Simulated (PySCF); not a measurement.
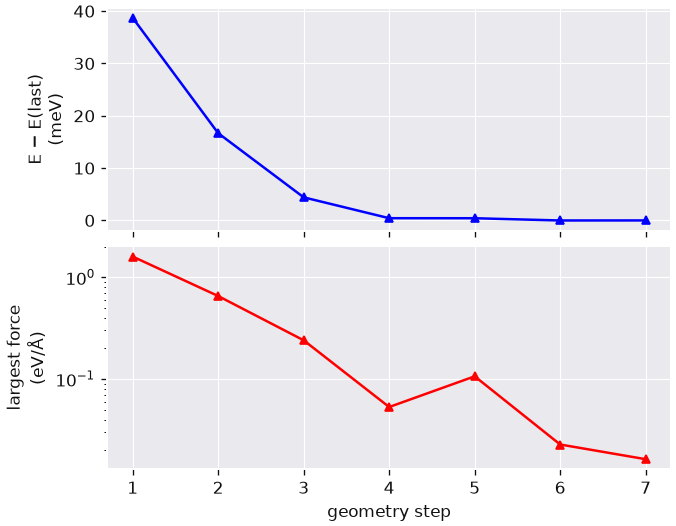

History of a geometry optimisation. 4-Bromopyridine (SMILES Brc1ccncc1); PBE0-D3(BJ)/def2-SVP, geometry optimisation (PySCF 2.14.0, density fitting).

The optimisation met its thresholds at geometry 7, counting the start as the first. The energy fell by about 39 meV from the first step to the last. The largest force goes from about 1.6 eV/Å at the start to 0.016 eV/Å at the end.
